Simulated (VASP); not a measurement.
Given:

```xyz
4
Lattice="4.4116 0.0000 0.0000 0.0000 2.7503 0.0000 0.0000 0.0000 4.7916" Properties=species:S:1:pos:R:3 pbc="T T T"
Mo     1.1029     2.7503     3.9738
Mo     3.3087     2.7503     0.8178
Ir     1.1029     1.3751     1.5535
Ir     3.3087     1.3751     3.2381
```

These are PBEsol GGA, VASP's PBE PAW potentials (set 64) (plane waves; VASP 6.6.1) values and carry that method's errors. Settings: 400 eV cut-off, 8×12×7 Γ-centred mesh, tetrahedra with Blöchl corrections, potentials Mo_sv Ir.

Unless said otherwise, spin-orbit coupling is left out, though it shifts the bands of the heavy elements here.

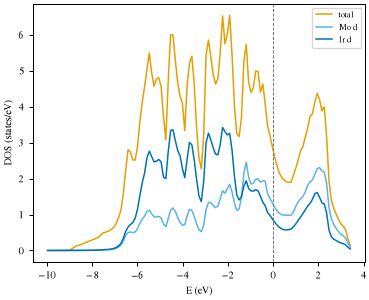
Figure: Total and projected density of states, zero at the Fermi level

Within 2 eV below the Fermi level the largest weight inside VASP's projection spheres is Mo d, then Ir d.

It has no gap at this level: it comes out as a metal or semimetal.

The structure comes from a computed database's MoIr entry (Pmma); how it stands against other phases isn't given here. It was relaxed first.
